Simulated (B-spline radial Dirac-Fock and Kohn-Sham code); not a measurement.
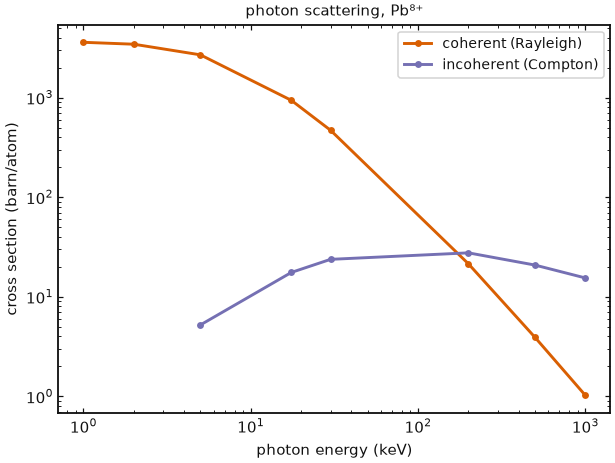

Coherent and incoherent photon scattering cross sections against photon energy, computed at the marked points and joined by straight lines. It refers to the ion Pb⁸⁺ ([Xe] 4f14 5d6). Method: Thomson × f² and Klein–Nishina × S on Dirac–Fock densities, without anomalous dispersion (computed with a B-spline radial atomic code).

What are the two cross sections at 1.000 MeV?

Answer. Coherent 1.02 b, incoherent 15.5 b.

Where does Compton scattering overtake Rayleigh scattering?

Answer. Between 30.0 keV and 200 keV.
